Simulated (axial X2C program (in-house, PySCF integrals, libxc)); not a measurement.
## WBr⁻: relativistic diatomic calculation

System: WBr⁻. The reference is closed-shell WBr⁻; the roots are vertical excitation energies. The distance is the PBE0 minimum at charge −1.
Method: EOM-EE-CCSD, two-component X2C with atomic mean-field Coulomb and Gaunt terms, W dyall-acv3z, Br dyall-acv3z (cores contracted) (axial X2C program (in-house, PySCF integrals, libxc)).

**Log**
```
two-component X2C + atomic mean field  HF
basis functions 312  fitting functions 1566  grid points 5800
iter        total energy     max residual
   1     -18740.536854790     7.02e+00
   2     -18740.784536479     2.09e-02
   3     -18740.787964517     2.32e-02
   4     -18740.790550058     1.70e-03
   5     -18740.791241351     1.04e-03
   6     -18740.791554295     8.00e-04
   7     -18740.791807359     5.54e-04
   8     -18740.791971091     4.62e-04
   9     -18740.792056069     3.31e-04
  10     -18740.792099130     2.18e-04
  11     -18740.792126062     7.86e-05
  12     -18740.792131215     3.01e-05
  13     -18740.792131787     2.06e-05
  14     -18740.792131983     1.51e-05
  15     -18740.792132047     1.23e-05
  16     -18740.792132089     8.40e-06
  17     -18740.792132118     3.88e-06
  18     -18740.792132125     1.53e-06
  19     -18740.792132126     3.80e-07
converged
one-electron -26866.70630466  Coulomb 8010.72693511  exact exchange -414.77062301  xc functional 0.00000000  nuclear repulsion 544.95784345  atomic mean-field constant -14.99998302
correlated 14  virtual 378  natural virtual 88  E(MP2) -0.323001882  MP2 remainder -0.071838791
iter   CCSD correlation   residual
   1     -0.267458826   1.74e-01
   2     -0.279571341   9.72e-02
   3     -0.283702551   5.56e-02
   4     -0.285081182   3.26e-02
   5     -0.285898840   1.97e-02
   6     -0.286323283   1.26e-02
   7     -0.286527910   7.69e-03
   8     -0.286675723   4.44e-03
   9     -0.286694998   2.72e-03
  10     -0.286718051   1.76e-03
  11     -0.286721108   1.24e-03
  12     -0.286726123   8.80e-04
  13     -0.286727236   5.91e-04
  14     -0.286726446   4.08e-04
  15     -0.286724957   3.00e-04
  16     -0.286722433   2.24e-04
  17     -0.286720232   1.62e-04
  18     -0.286718811   1.12e-04
  19     -0.286717816   7.11e-05
  20     -0.286717541   4.56e-05
  21     -0.286717248   3.13e-05
  22     -0.286716964   2.33e-05
  23     -0.286716684   1.80e-05
  24     -0.286716392   1.38e-05
  25     -0.286716193   1.04e-05
  26     -0.286716086   7.97e-06
  27     -0.286716033   6.10e-06
  28     -0.286716018   4.88e-06
(T) -0.012606314993898513  T1 0.0525  D1 0.1155  max T2 0.079
EOM-EE-CCSD roots
2*Omega      energy/Eh   energy/eV  one-particle weight
    0       0.02653875      0.7222      0.945
    0       0.04544559      1.2366      0.868
    0       0.05858233      1.5941      0.899
    0       0.06490586      1.7662      0.894  not converged
    0       0.06588817      1.7929      0.914
    2       0.02714702      0.7387      0.952
    2       0.04565021      1.2422      0.899
    2       0.06198973      1.6868      0.894
    2       0.06821834      1.8563      0.847  not converged
    4       0.05467819      1.4879      0.906
    4       0.06396376      1.7405      0.816
    4       0.07165381      1.9498      0.854
    6       0.06908022      1.8798      0.932
```

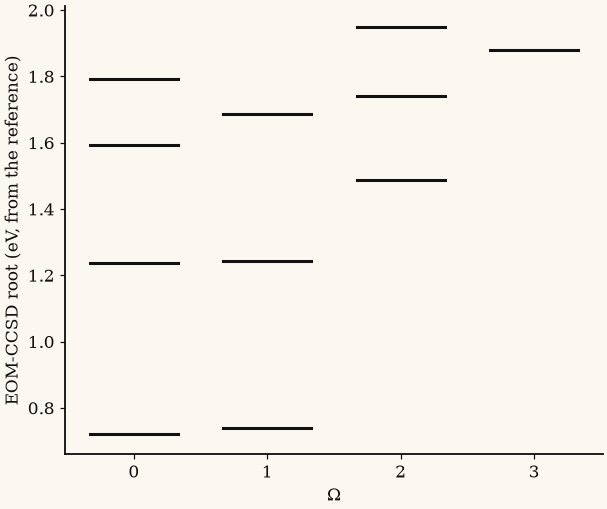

Figure 1. EOM-CCSD roots by Ω at 2.52 Å. The lowest has Ω = 0 and lies at 0.722 eV, with one-particle weight 0.95.

**Input file**
```
{"zs": [74, 35], "q": -1, "bas": ["dyall-acv3z", "dyall-acv3z"], "r0": 2.51, "eom": "ee", "thr": -2.0, "nmax": 88}
```

The line is the task of a batch: nuclear charges, charge, bases, a first guess of the distance and further settings. This report covers the levels named above. The log is that of the reference distance 2.515 Å.

Launched within a batch (the task file carries these settings):
```bash
python <driver script> task.json out
```

**Key numbers**

```
                                                                                                          quantity                                                                  value
                                                                                                           outcome                                                              converged
                                                                                   HF energy of the reference WBr⁻                                                   −18740.79213 hartree
                                                                                  MP2 energy of the reference WBr⁻                                                   −18741.11513 hartree
CCSD energy of the reference WBr⁻ (with the MP2 share of the virtual spinors left out of the coupled-cluster step)                                                   −18741.15069 hartree
                                                                              CCSD(T) energy of the reference WBr⁻                                                   −18741.16329 hartree
                                          T1 diagnostic (spinor form; for a closed shell √2 times the usual value)                                                                  0.053
                                                                                                          hardware  1 thread of Arm Neoverse V1, 112 GiB of memory available, shared host
                                                                                                         wall time                                                                1.7 min
                                                                                                       peak memory                                                               0.95 GiB
```

**Notes**

Caveats: some roots did not converge.
